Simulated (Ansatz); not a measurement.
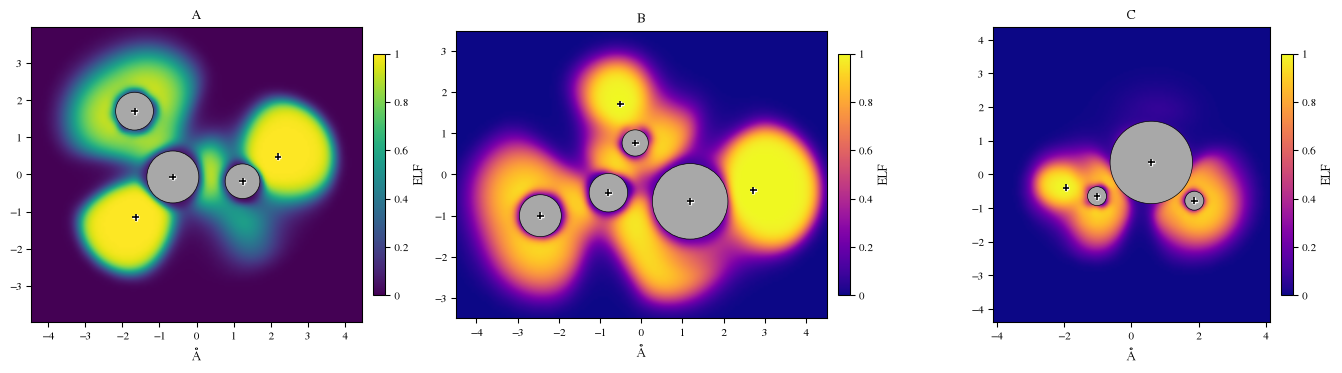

The ELF of 3 systems, each on a plane through atoms (crosses mark nuclei in the plane; grey discs cover the cores).

All numbers below come from RKS PBE0-D4/def2-TZVPP (Ansatz).

System 1: CH4BClSi (SMILES Cl[SiH]1BC1), the plane of atoms Cl1, Si2 and H5. Geometry: PBE0-D4/def2-TZVP.

```yaml
atoms:
  - { symbol: Cl, position_ang: [1.2970, 2.1536, -1.1147] }
  - { symbol: Si, position_ang: [-0.2002, 0.9138, -0.4653] }
  - { symbol: B, position_ang: [-0.1628, 0.0080, 1.1868] }
  - { symbol: C, position_ang: [0.0015, -1.0212, 0.1334] }
  - { symbol: H, position_ang: [-1.1809, 0.8062, -1.5637] }
  - { symbol: H, position_ang: [0.3349, 0.1255, 2.2562] }
  - { symbol: H, position_ang: [0.7010, -1.8523, 0.2045] }
  - { symbol: H, position_ang: [-0.6984, -1.1907, -0.6930] }
```

System 2: ClH2O3Ta (SMILES [O]=[Ta]([OH])([OH])[Cl]), the plane of atoms Ta2, O4 and H7. Geometry: PBE0-D4/def2-TZVP; core potentials replace the inner electrons of Ta.

```csv
atom,x (Å),y (Å),z (Å)
O,-1.0988,-1.8485,0.1563
Ta,-0.3987,-0.2861,0.0994
O,1.0944,-0.3214,1.2698
O,0.0876,0.0214,-1.7088
Cl,-1.9250,1.3049,0.7984
H,1.7680,0.3205,1.4944
H,0.5336,0.7410,-2.1553
```

System 3: BClGaH2N, the molecular plane. Geometry: PBE0-D4/def2-TZVP.

```tsv
atom	x (Å)	y (Å)	z (Å)
Cl	0.8246	-2.3879	0.8144
B	0.1934	-0.8382	0.3255
N	0.6218	0.2272	-0.4231
Ga	-1.1671	0.6164	0.2340
H	1.4922	0.3822	-0.9187
H	-1.9229	1.9363	-0.0781
```

Q: Which map belongs to which system?

A: Panel A is system 1, CH4BClSi: the plane holds Cl, Si, B and H. Si–B (1.88 Å): the ELF peaks at about 0.85 between the atoms, as expected for a covalent bond. Panel B is system 3, BClGaH2N: the plane holds Cl, B, N, Ga and H. B–N (1.37 Å): the ELF peaks at about 0.90 between the atoms: a polar covalent bond. Panel C is system 2, ClH2O3Ta: the plane holds O, Ta and H. Ta–O (1.71 Å): the ELF peaks at about 0.80 in the valence shell of O, 0.5 Å from its nucleus, and drops to about 0.40 between the two atoms.
